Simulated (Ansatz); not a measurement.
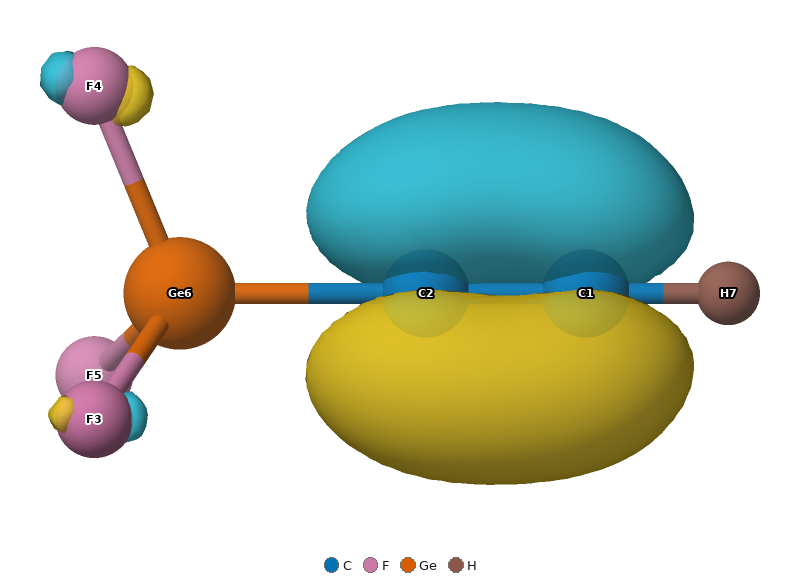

C2HF3Ge (SMILES C#[C][Ge]([F])([F])[F]). The HOMO at ±0.15 Å⁻³ᐟ² (yellow and cyan are the two phases), seen from one side.

Geometry: PBE0-D4/def2-SVP.

Computed with Ansatz 0.2.0, isolated molecule in a Gaussian basis; Kohn-Sham density functional theory, functional PBE0.

```xyz
7

C    -1.9788    1.3877    0.9745
C    -0.9895    0.8095    0.5761
F     1.7743   -0.1060    1.1341
F     0.2041   -1.7054   -0.4428
F     1.1855    0.6543   -1.4322
Ge    0.5279   -0.0777   -0.0349
H    -2.8571    1.9011    1.3283
```

> Where does this orbital lie, and at what energy?

It lies mainly on C2 (about 45 %) and C1 (about 45 %); π-bonding across C2–C1. It is one of a degenerate set, so its orientation is arbitrary. Its energy is −9.63 eV.
